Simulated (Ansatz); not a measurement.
# B2PLYP/def2-SVP run of CH6B2O (SMILES BB(C)O)

What is the vertical singlet–triplet gap of CH6B2O at B2PLYP/def2-SVP? 

The calculation is run with Ansatz 0.2.0.

69 further runs of the same task are left out: 69 set aside as unsound or not needed.

### Step 1. Starting point

CH6B2O: 10 atoms, total charge 0, spin state singlet. As SMILES, `BB(C)O`. The coordinates come from a PBE0-D4/def2-TZVP relaxation. This is one conformer, not always the lowest.

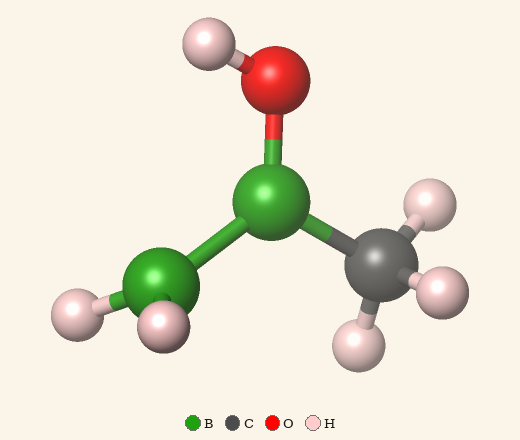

The structure, seen from a chosen angle (boron green, carbon dark grey, oxygen red, hydrogen pink).

### Step 2. The energy at B2PLYP/def2-SVP

run.yaml

```yaml
crystal:
  periodic: [false, false, false]
  atoms:
    - symbol: B
      position_ang: [-1.157400, 0.826800, -0.622100]
    - symbol: B
      position_ang: [0.289400, 0.045900, -0.271000]
    - symbol: C
      position_ang: [0.377300, -0.834700, 1.032200]
    - symbol: O
      position_ang: [1.432600, 0.117800, -1.017900]
    - symbol: H
      position_ang: [-2.010400, 0.312100, -1.292200]
    - symbol: H
      position_ang: [-1.440400, 1.898900, -0.162200]
    - symbol: H
      position_ang: [-0.546500, -1.371000, 1.265900]
    - symbol: H
      position_ang: [1.200400, -1.552500, 0.975700]
    - symbol: H
      position_ang: [0.572700, -0.174500, 1.886700]
    - symbol: H
      position_ang: [1.365300, 0.679800, -1.792300]
basis:
  gaussian:
    orbitals: def2-SVP
hamiltonian:
  xc: {name: B2PLYP}
correlation:
  frozen_orbitals: {B: 1, C: 1, H: 0, O: 1}
accuracy: high
output: {orbitals: {seedname: orbitals}}
```

The run is started by

```bash
ansatz run run.yaml --threads 1 --pin off --max-ram 3480MiB --events-out events.jsonl --progress --plain --runs-dir runs
```

What it wrote:

```text
Warning: RAYON_NUM_THREADS=1 ignored (pool sized by the plan → 1); use --threads N
Functional definition: B2PLYP
  name "B2PLYP"
  parameter a = 0.53
  parameter c = 0.27
  exchange = (1 - a)*b88_x + a*exact_x
  correlation = (1 - c)*lyp_c + c*(mp2_os + mp2_ss)
2073 factors; integrals over basis functions are off by at most 3.2e-9 eV
mean field evaluation 1: about -4517.5653 eV, gradient 4.6e1 eV
mean field evaluation 2: about -4517.5655 eV, gradient 4.6e1 eV
mean field evaluation 4: about -4521.9515 eV, gradient 5.2e0 eV
mean field evaluation 8: about -4522.0080 eV, gradient 2.3e-1 eV
mean field evaluation 16: about -4522.0082 eV, gradient 4.4e-5 eV
mean field -4522.00821635 eV, -166.1807368237 hartree, gradient 2.0e-8 eV, S^2 0.000000; 0 other end points of the search recorded, 0 dependent functions left out
4 core orbitals not correlated: weight in the atoms' cores, before any rotation towards them, 1.000 or more for the frozen orbitals, at most 0.000 for the correlated occupied ones
reference -4522.00824294 eV, -166.1807378009 hartree; 11, 11 occupied and 71, 71 virtual orbitals, 2073 factors
second order -16.41816059 eV of doubles, -0.00000000 eV of singles
Total energy: -4526.44114630 eV, -166.3436439947 hartree
```

Run time: 8.4 s. Hardware: 1 thread of Arm Neoverse V2, shared host; peak memory 0.27 GiB.

### Step 3. The triplet at the same level

in.yaml

```yaml
crystal:
  periodic: [false, false, false]
  atoms:
    - symbol: B
      position_ang: [-1.157400, 0.826800, -0.622100]
    - symbol: B
      position_ang: [0.289400, 0.045900, -0.271000]
    - symbol: C
      position_ang: [0.377300, -0.834700, 1.032200]
    - symbol: O
      position_ang: [1.432600, 0.117800, -1.017900]
    - symbol: H
      position_ang: [-2.010400, 0.312100, -1.292200]
    - symbol: H
      position_ang: [-1.440400, 1.898900, -0.162200]
    - symbol: H
      position_ang: [-0.546500, -1.371000, 1.265900]
    - symbol: H
      position_ang: [1.200400, -1.552500, 0.975700]
    - symbol: H
      position_ang: [0.572700, -0.174500, 1.886700]
    - symbol: H
      position_ang: [1.365300, 0.679800, -1.792300]
basis:
  gaussian: {orbitals: def2-SVP}
magnetization: {spin_polarized: true, initial_magnetization: 2}
hamiltonian: {xc: {name: B2PLYP}}
correlation: {frozen_orbitals: {B: 1, C: 1, H: 0, O: 1}}
accuracy: high
output: {orbitals: {seedname: orbitals}}
```

The run is started by

```bash
ansatz run in.yaml --threads 1 --pin off --max-ram 3480MiB --events-out events.jsonl --progress --plain --runs-dir runs
```

What it wrote, cut to the lines that bear on the results:

```text
Warning: RAYON_NUM_THREADS=1 ignored (pool sized by the plan → 1); use --threads N
[... 2 set-up lines as earlier in the session ...]
[...]
2073 factors; integrals over basis functions are off by at most 3.2e-9 eV
[...]
mean field -4518.32343271 eV, -166.0453235226 hartree, gradient 8.2e-8 eV, S^2 2.006932; 0 other end points of the search recorded, 0 dependent functions left out
4 core orbitals not correlated: weight in the atoms' cores, before any rotation towards them, 1.000 or more for the frozen orbitals, at most 0.000 for the correlated occupied ones
reference -4518.32345880 eV, -166.0453244814 hartree; 12, 10 occupied and 70, 72 virtual orbitals, 2073 factors
second order -16.56056031 eV of doubles, -0.00000000 eV of singles
Total energy: -4522.79481009 eV, -166.2096436103 hartree
```

Wall time 14 s (1 thread of Arm Neoverse V2, shared host); peak memory 0.37 GiB.

### Step 4. What came out

At B2PLYP/def2-SVP, 4 core orbitals frozen:

| quantity | value |
| --- | --- |
| singlet: total energy | -166.34364 Eh |
| singlet: HOMO energy (SCF part's orbitals) | -8.87 eV |
| singlet: LUMO energy (SCF part's orbitals) | -0.38 eV |
| singlet: HOMO–LUMO gap (SCF part's orbitals) | 8.49 eV |
| triplet: total energy | -166.20964 Eh |
| triplet: HOMO energy (SCF part's orbitals) (highest over α and β) | -5.28 eV |
| triplet: LUMO energy (SCF part's orbitals) (lowest over α and β) | -3.84 eV |
| triplet: ⟨S²⟩ | 2.007 |
| vertical energy of the triplet above the singlet | 3.646 eV |

**Reading.** At this shape the triplet lies 3.65 eV (84 kcal/mol) above the singlet.
